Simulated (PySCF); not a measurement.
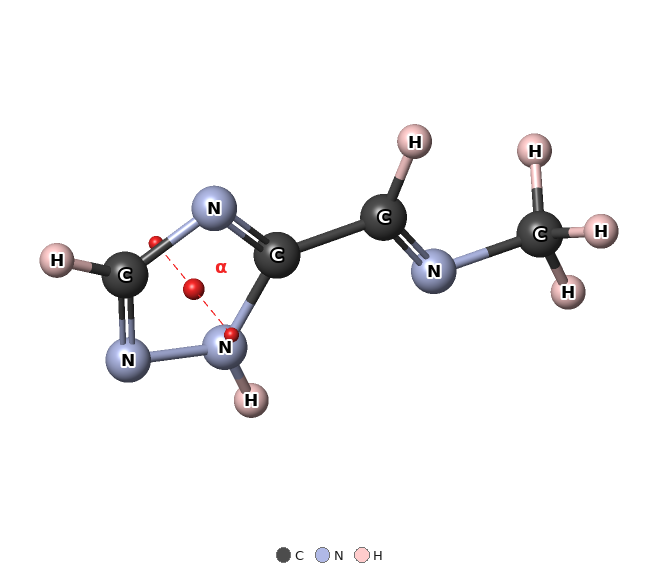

The small points mark where nucleus-independent chemical shifts (NICS) were computed: at the centre of each lettered ring and 1 Å above and below it. The geometry was computed by an optimisation with GFN2-xTB. No frequency run is at hand to confirm it as a minimum. Method: GIAO PBE0/pcSseg-1 NMR shielding, non-relativistic, gas phase (PySCF 2.14.0).

Give NICS(0), NICS(1) and the out-of-plane component NICS(1)zz for each ring (means of the two sides).

| ring | members | NICS(0) | NICS(1) | NICS(1)zz |
| --- | --- | --- | --- | --- |
| α | C2N3 | −12.3 | −11.9 | −31.6 |

Values in ppm.

> What do the values say about the ring currents?

Ring α: diatropic, as in an aromatic ring. NICS is one index among several.
